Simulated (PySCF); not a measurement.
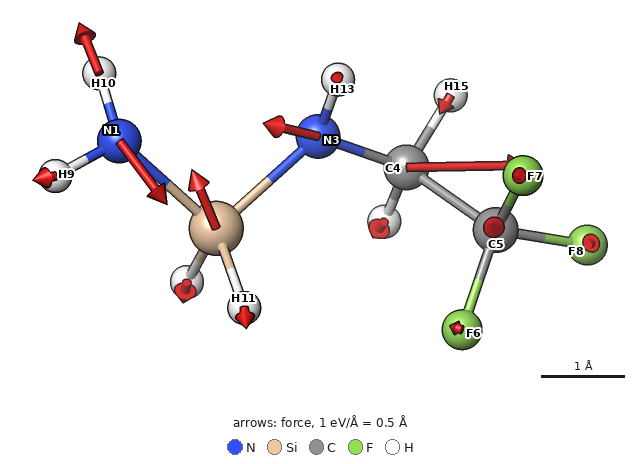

Starting geometry of C2H7F3N2Si with the computed forces as red arrows. The picture is a ball-and-stick view, seen at a tilt.

The start comes from GFN2-xTB. Its atoms were then displaced at random by about 0.01 Å.

Theory: PBE0-D3(BJ)/def2-SVP geometry optimisation, gas phase in PySCF 2.14.0, density-fitted response routines. 

Q: What follows when this structure is relaxed?

A: It isn't relaxed: the largest force vector, on a C atom, is 3.02 eV/Å. The final displacements have little in common with the starting forces (cosine between the two patterns 0.10). The atom that moves furthest after the best rigid fit is an H atom (0.45 Å). Largest moves by element: H 0.45 Å, F 0.34 Å, N 0.24 Å, C 0.13 Å, Si 0.10 Å. Some distances before and after: C–N 1.374 → 1.429 Å, H–Si 1.459 → 1.500 Å, C–C 1.546 → 1.515 Å, H–N 0.983 → 1.013 Å. Among the angles between lasting bonds that change: N–Si–N 101.7° → 107.5°, Si–N–H 118.8° → 122.5°, Si–N–H 117.2° → 120.7°. Groups turn about N–Si by about 20°. The energy falls by 0.271 eV in 13 geometry steps. The run took 3.8 min on 1 thread of Arm Neoverse N1 (shared host).
